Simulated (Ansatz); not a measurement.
Input file:

```
crystal:
  periodic: [false, false, false]
  atoms:
    - {symbol: C, position_ang: [-2.487032, 1.510981, 0.687700]}
    - {symbol: C, position_ang: [-0.977617, 1.276734, 0.484290]}
    - {symbol: Al, position_ang: [-0.411766, 0.891753, -1.346749]}
    - {symbol: Cl, position_ang: [1.613506, 0.536436, -1.838998]}
    - {symbol: F, position_ang: [-1.487045, 0.824446, -2.605684]}
    - {symbol: H, position_ang: [-2.849598, 2.360493, 0.098380]}
    - {symbol: H, position_ang: [-2.716723, 1.720178, 1.739960]}
    - {symbol: H, position_ang: [-3.077560, 0.637004, 0.391277]}
    - {symbol: H, position_ang: [-0.628849, 0.446667, 1.115560]}
    - {symbol: H, position_ang: [-0.403572, 2.149897, 0.826727]}
basis:
  gaussian: {orbitals: def2-TZVPD}
output: {forces: true, orbitals: {seedname: orbitals}}
total_charge: 0
hamiltonian: {xc: pbe0}
```

Command:

```sh
ansatz run input.yaml --threads 1 --pin off --max-ram 2610MiB --events-out events.jsonl --progress --plain --runs-dir runs
```

Geometry: B3LYP/6-31G*.

Level of theory: isolated molecule in a Gaussian basis; Kohn-Sham density functional theory, functional PBE0 (Ansatz 0.2.0).

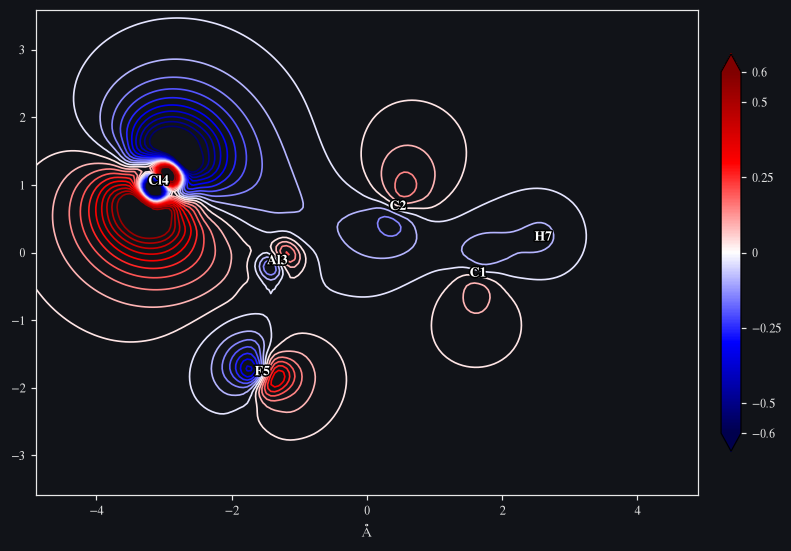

C$_{2}$H$_{5}$AlClF. The HOMO−1 on the plane of atoms C2, Al3 and Cl4 (values in Å⁻³ᐟ²; the overall sign is arbitrary).

Question: Where does this orbital lie, and at what energy?

Answer: Its weight (Hirshfeld) is mainly on Cl4 (about 85 %); largely a lone pair of Cl4. Its energy is −9.37 eV.
